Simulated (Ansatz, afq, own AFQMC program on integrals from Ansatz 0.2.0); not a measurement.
# Si₂ (triplet): quantum Monte Carlo beside coupled cluster at distance Si1–Si2 = 2.540 Å, 6-31G, part 2 of 2

Ansatz 0.2.0, Gaussian basis, and an in-house AFQMC program (afq) on its integrals; all values are calculated; 6-31G, frozen cores. The steps go on from the part before.

**14. CCSDTQ on UHF**

Contents of in.yaml:

```yaml
crystal:
  periodic: [false, false, false]
  atoms:
    - {symbol: Si, position_ang: [0.000000, 0.000000, 0.000000]}
    - {symbol: Si, position_ang: [0.000000, 0.000000, 2.540000]}
basis:
  gaussian: {orbitals: 6-31G}
magnetization: {spin_polarized: true, initial_magnetization: 2}
correlation: {method: ccsdtq, electrons: outside_noble_gas}
```

On the command line:

```bash
$ ansatz run in.yaml --threads 1 --pin off --events-out ev --progress --plain --max-ram 24576MiB --backend cuda --devices 0, --max-vram 18GiB
```

What it wrote, shortened:

```text
Functional definition: HF
  name "HF"
  cite "Fock, Z. Phys. 61, 126 (1930) doi:10.1007/BF01340294"
  parent pbe
[...]
497 factors; integrals over basis functions are off by at most 4.6e-8 eV
[...]
mean field -15719.50170498 eV, -577.6810325971 hartree, gradient 3.7e-6 eV, S^2 2.796417; 41 other end points of the search recorded, 0 dependent functions left out
determinant -15719.50170498 eV, -577.6810325971 hartree, with singles and doubles -15721.81292379 eV, -577.7659683216 hartree
determinant -15719.38376238 eV, -577.6766982863 hartree, with singles and doubles -15721.95010718 eV, -577.7710097185 hartree
determinant -15719.38083984 eV, -577.6765908851 hartree, with singles and doubles -15721.95985871 eV, -577.7713680806 hartree
determinant -15719.31647115 eV, -577.6742253795 hartree, with singles and doubles -15721.95609507 eV, -577.7712297691 hartree
[...]
determinant -15719.38376238 eV, -577.6766982863 hartree, with singles and doubles -15721.95763442 eV, -577.7712863394 hartree
determinant -15719.38083984 eV, -577.6765908851 hartree, with singles and doubles -15721.95957826 eV, -577.7713577743 hartree
determinant -15719.31647115 eV, -577.6742253795 hartree, with singles and doubles -15721.95605784 eV, -577.7712284011 hartree
determinant -15719.27958401 eV, -577.6728698021 hartree, with singles and doubles -15721.91463257 eV, -577.7697060505 hartree
10 core orbitals not correlated: weight in the atoms' cores, before any rotation towards them, 1.000 or more for the frozen orbitals, at most 0.000 for the correlated occupied ones
reference -15719.31647115 eV, -577.6742253795 hartree; 5, 3 occupied and 11, 13 virtual orbitals, 497 factors
second order -2.14965358 eV of doubles, -0.00000000 eV of singles
cycle   1  -2.46884939 eV  change   -3.2e-1 eV  update   8.0e-2
[...]
cycle  16  -2.79435957 eV  change    6.6e-7 eV  update   8.7e-7
Total energy: -15722.11083073 eV, -577.7769161998 hartree
```

It took 20 s on 1 × NVIDIA H100 80GB HBM3 with 1 thread of AMD EPYC 7R13 (Zen 3), shared host; peak host memory 1.5 GiB.

From the report: ⟨S²⟩ of the determinant 2.004 (pure triplet: 2.00); correlation -2.7944 eV; T1 0.015; largest double amplitude 0.16.

**15. Phaseless AFQMC, CISD trial on UHF**

It reads the integrals that the CCSD(T) run on this determinant wrote.

On the command line:

```bash
$ afq ham --method phaseless --trial cisd --walkers 4000 --populations 20 --least-time 60 --time-step 0.005 --steps-per-block 50 --equilibration-blocks 28 --max-blocks 4000 --target-error 0.00017 --factor-cut 1e-05 --start spin_pure --seed 2388 --release-times 0.24,0.51,0.99,1.62,2.4 --release-step 0.03 --release-every 3 --taylor-order 6
```

What it wrote:

```text
orbitals 16  electrons 5 3  factors 88 of 280
reference energy -577.67422159 Eh
CCSD correlation -0.09700399 Eh in 10 cycles, weight of the determinant in the CISD state 0.8866
energy of the start -577.771198 Eh
 block  time / (1/Eh)  mean weight  energy / Eh
     1     0.250  0.9999  -577.770398
     2     0.500  1.0001  -577.770391
     3     0.750  1.0000  -577.770687
     4     1.000  0.9999  -577.771203
     5     1.250  1.0000  -577.771754
     6     1.500  1.0000  -577.772207
     7     1.750  1.0000  -577.772731
     8     2.000  1.0000  -577.773206
     9     2.250  1.0000  -577.773825
    10     2.500  1.0000  -577.774550
    11     2.750  0.9999  -577.774928
    21     5.250  1.0000  -577.775990
    31     7.750  1.0000  -577.775384
    41    10.250  1.0001  -577.776550
    51    12.750  1.0000  -577.776179
    61    15.250  1.0000  -577.775284
    71    17.750  1.0001  -577.774452
    81    20.250  1.0001  -577.774466
    91    22.750  0.9998  -577.774571
   101    25.250  1.0000  -577.774719
   111    27.750  1.0001  -577.774311
   121    30.250  1.0001  -577.771582
   131    32.750  1.0001  -577.774105
   141    35.250  0.9996  -577.775081
   151    37.750  1.0002  -577.774657
   161    40.250  1.0000  -577.775098
   171    42.750  1.0001  -577.774641
   181    45.250  1.0000  -577.774969
   191    47.750  1.0000  -577.774302
   201    50.250  1.0003  -577.774025
   211    52.750  0.9999  -577.774575
   221    55.250  1.0000  -577.774898
   231    57.750  1.0001  -577.774207
   241    60.250  1.0000  -577.774551
   251    62.750  1.0000  -577.774363
   261    65.250  1.0002  -577.774877
   271    67.750  1.0001  -577.774780
   281    70.250  1.0001  -577.774213
   291    72.750  0.9998  -577.776133
   301    75.250  1.0000  -577.775443
   311    77.750  1.0000  -577.775137
   321    80.250  1.0000  -577.774749
   331    82.750  0.9999  -577.774520
   341    85.250  1.0000  -577.774856
   351    87.750  0.9999  -577.775443
   361    90.250  1.0000  -577.774219
   371    92.750  0.9999  -577.774137
   381    95.250  1.0002  -577.774742
   391    97.750  1.0000  -577.774887
   401   100.250  1.0000  -577.775159
   411   102.750  0.9997  -577.774512
error from the spread of 20 populations
released: time / (1/Eh)  energy / Eh  error  mean overlap
  0.24  -577.778794  0.004144  0.9999
  0.51  -577.775395  0.000088  1.0005
  0.99  -577.775771  0.000107  1.0007
  1.62  -577.780212  0.003980  1.0014
  2.40  -577.777997  0.002655  1.0022
energy -577.774822 +/- 0.000064 Eh
```

It took 2 min on 1 × NVIDIA H100 80GB HBM3 with 2 threads of AMD EPYC 7R13 (Zen 3), shared host; peak host memory 1.5 GiB.

Energy -15722.0538 ± 0.0017 eV. Caveats: constraint bias not in the error.

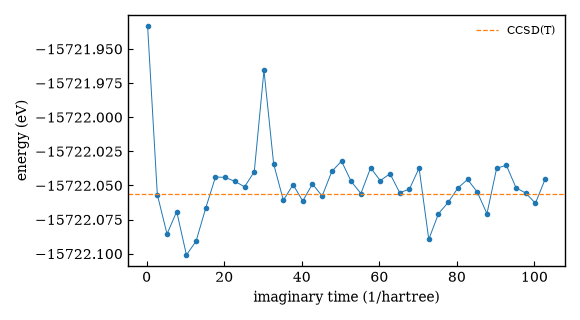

Block energies along the walk.

**16. Phaseless AFQMC, single-determinant trial on UHF**

It reads the integrals that the CCSD(T) run on this determinant wrote.

On the command line:

```bash
$ afq ham --method phaseless --trial hf --walkers 4000 --populations 20 --least-time 40 --time-step 0.005 --steps-per-block 20 --equilibration-blocks 112 --max-blocks 4000 --target-error 0.0008500000000000001 --factor-cut 1e-05 --start spin_pure --seed 1582 --taylor-order 6
```

What it wrote:

```text
orbitals 16  electrons 5 3  factors 88 of 280
reference energy -577.67422159 Eh
CCSD correlation -0.09700399 Eh in 10 cycles, weight of the determinant in the CISD state 0.8866
energy of the start -577.674241 Eh
 block  time / (1/Eh)  mean weight  energy / Eh
     1     0.100  1.0001  -577.682969
     2     0.200  1.0001  -577.690660
     3     0.300  1.0002  -577.697296
     4     0.400  1.0002  -577.703476
     5     0.500  1.0003  -577.709623
     6     0.600  1.0003  -577.715545
     7     0.700  1.0003  -577.719918
     8     0.800  1.0003  -577.724125
     9     0.900  1.0003  -577.729192
    10     1.000  1.0003  -577.732160
    13     1.300  1.0003  -577.741693
    19     1.900  1.0001  -577.752606
    25     2.500  1.0001  -577.762897
    31     3.100  1.0001  -577.769089
    37     3.700  0.9999  -577.769206
    43     4.300  1.0000  -577.769593
    49     4.900  1.0000  -577.768499
    55     5.500  1.0000  -577.768728
    61     6.100  0.9999  -577.769577
    67     6.700  1.0000  -577.767413
    73     7.300  1.0000  -577.768041
    79     7.900  1.0000  -577.766851
    85     8.500  1.0002  -577.770648
    91     9.100  1.0002  -577.768576
    97     9.700  1.0001  -577.769595
   103    10.300  1.0000  -577.767492
   109    10.900  1.0002  -577.770402
   115    11.500  1.0000  -577.770244
   121    12.100  0.9997  -577.766660
   127    12.700  1.0003  -577.770455
   133    13.300  0.9999  -577.766205
   139    13.900  1.0001  -577.767728
   145    14.500  1.0002  -577.766638
   151    15.100  0.9999  -577.766414
   157    15.700  1.0001  -577.765547
   163    16.300  1.0001  -577.767911
   169    16.900  1.0001  -577.765193
   175    17.500  1.0000  -577.766482
   181    18.100  1.0001  -577.768309
   187    18.700  0.9999  -577.767031
   193    19.300  1.0001  -577.766988
   199    19.900  1.0001  -577.767848
   205    20.500  1.0000  -577.765462
   211    21.100  1.0001  -577.762619
   217    21.700  1.0001  -577.765950
   223    22.300  1.0000  -577.768168
   229    22.900  1.0000  -577.770439
   235    23.500  1.0001  -577.766554
   241    24.100  1.0000  -577.764277
   247    24.700  1.0001  -577.764454
error from the spread of 20 populations
energy -577.767285 +/- 0.000835 Eh
```

Wall time 18 s (1 × NVIDIA H100 80GB HBM3 with 2 threads of AMD EPYC 7R13 (Zen 3), shared host); peak host memory 1.5 GiB.

Energy -15721.8488 ± 0.0227 eV. Caveats: constraint bias not in the error.

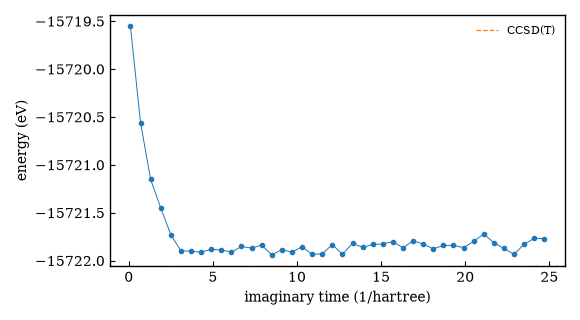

Block energies along the walk.

**17. Free-projection AFQMC, CISD trial on UHF**

It reads the integrals that the CCSD(T) run on this determinant wrote.

On the command line:

```bash
$ afq ham --method free --trial cisd --walkers 4000 --time-step 0.03 --max-blocks 4000 --target-error 0.00034 --factor-cut 1e-05 --seed 4051 --times 0,0.3,0.6,1.2,1.8,2.4,3.6,4.8,6 --taylor-order 8
```

What it wrote:

```text
orbitals 16  electrons 5 3  factors 88 of 280
reference energy -577.67422159 Eh
CCSD correlation -0.09700399 Eh in 10 cycles, weight of the determinant in the CISD state 0.8866
repeat  energy at the last time / Eh  error
    10  -577.776919  0.000106
    20  -577.776899  0.000065
    30  -577.776881  0.000060
time / (1/Eh)  energy / Eh  error  mean overlap
  0.00  -577.771238  0.000020  1.1281
  0.30  -577.772853  0.000027  1.1282
  0.60  -577.773896  0.000030  1.1295
  1.20  -577.775164  0.000031  1.1313
  1.80  -577.775838  0.000036  1.1339
  2.40  -577.776230  0.000039  1.1353
  3.60  -577.776652  0.000039  1.1402
  4.80  -577.776822  0.000047  1.1449
  6.00  -577.776856  0.000063  1.1511
energy -577.776856 +/- 0.000063 Eh
```

Run time: 15 s. Hardware: 1 × NVIDIA H100 80GB HBM3 with 2 threads of AMD EPYC 7R13 (Zen 3), shared host; peak host memory 1.5 GiB.

Energy -15722.1092 ± 0.0017 eV. Caveats: remainder of the start not in the error.

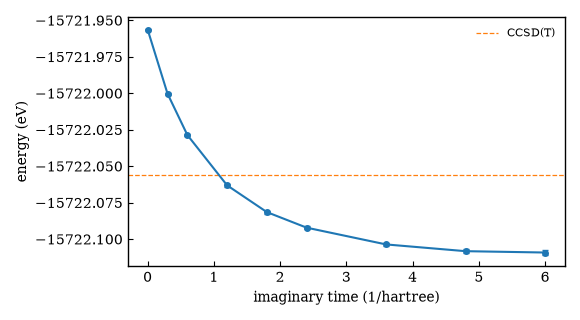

Energy against projection time, with error bars.

**18. Free-projection AFQMC, CISD trial on UHF (settings varied)**

It reads the integrals that the CCSD(T) run on this determinant wrote.

On the command line:

```bash
$ afq ham --method free --trial cisd --walkers 20 --time-step 0.01 --max-blocks 30 --target-error 0.00068 --factor-cut 1e-05 --seed 8653 --times 0.0,0.5,1.0,2.0,3.0,4.0 --taylor-order 4
```

What it wrote:

```text
orbitals 16  electrons 5 3  factors 88 of 280
reference energy -577.67422159 Eh
CCSD correlation -0.09700399 Eh in 10 cycles, weight of the determinant in the CISD state 0.8866
repeat  energy at the last time / Eh  error
    10  -577.775912  0.000682
    20  -577.776280  0.000420
    30  -577.776422  0.000498
time / (1/Eh)  energy / Eh  error  mean overlap
  0.00  -577.771084  0.000203  1.1239
  0.50  -577.773328  0.000220  1.1215
  1.00  -577.774875  0.000359  1.1138
  2.00  -577.775984  0.000454  1.1031
  3.00  -577.776458  0.000437  1.0907
  4.00  -577.776422  0.000498  1.1038
energy -577.776422 +/- 0.000498 Eh
```

It took 16 s on 1 × NVIDIA H100 80GB HBM3 with 2 threads of AMD EPYC 7R13 (Zen 3), shared host; peak host memory 1.5 GiB.

Energy -15722.0974 ± 0.0135 eV. Caveats: remainder of the start not in the error.

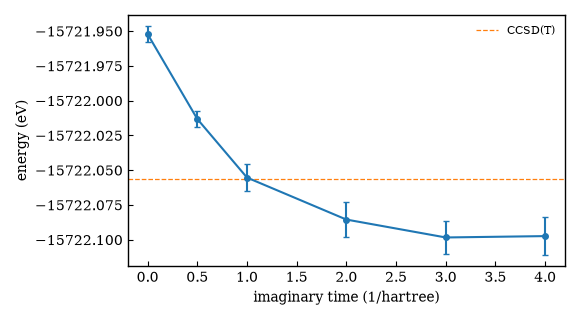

Energy against projection time, with error bars.

**19. All levels side by side**

The full CI on restricted orbitals is not used as the yardstick for these unrestricted rows.

On the UHF determinant, counted from CCSDTQ (a yardstick, not exact):

```
                                                              level  energy (eV)  from CCSDTQ (kJ/mol)  statistical error (kJ/mol)   time
                                                                 HF  -15719.3164                +269.6                                   
                                                                MP2  -15721.4660                 +62.2                                   
                                                               CCSD  -15721.9560                 +14.9                                   
                                                            CCSD(T)  -15722.0561                  +5.3                                   
                                                           CCSDT(Q)  -15722.1047                  +0.6                                   
                                                             CCSDTQ  -15722.1108                   0.0                                   
              Phaseless AFQMC, CISD trial, step 0.005, 4000 walkers  -15722.0538                  +5.5                         0.2  2 min
Phaseless AFQMC, single-determinant trial, step 0.005, 4000 walkers  -15721.8488                 +25.3                         2.2   18 s
         Free-projection AFQMC, CISD trial, step 0.03, 4000 walkers  -15722.1092                  +0.2                         0.2   15 s
           Free-projection AFQMC, CISD trial, step 0.01, 20 walkers  -15722.0974                  +1.3                         1.3   16 s
```

The functionals' totals stand on their own zeros and serve differences with other points: PBE -15741.923 eV; r2SCAN -15748.163 eV; PBE0 -15743.049 eV; B3LYP -15750.761 eV; wB97M-V -15748.551 eV; B2PLYP -15742.272 eV.

**20. Results**

What follows sums up all 2 parts.

| quantity | value |
| --- | --- |
| CCSD(T) on UHF from CCSDTQ | +5.3 kJ/mol |
| Phaseless AFQMC, CISD trial on UHF from CCSDTQ | +5.5 ± 0.2 kJ/mol |
| Phaseless AFQMC, single-determinant trial on UHF from CCSDTQ | +25.3 ± 2.2 kJ/mol |
| Free-projection AFQMC, CISD trial on UHF from CCSDTQ | +0.2 ± 0.2 kJ/mol |

In words: On UHF the phaseless walk with the CISD trial lies +5.5 kJ/mol from CCSDTQ, 33 times its error bar. A single-determinant trial moves the result by +19.8 kJ/mol. Free projection has no constraint; at the last time it gives +0.2 ± 0.2 kJ/mol, and from a start that isn't spin pure other spins can mix in. Error bars are statistical and leave out the constraint, the time step and what remains of the start.
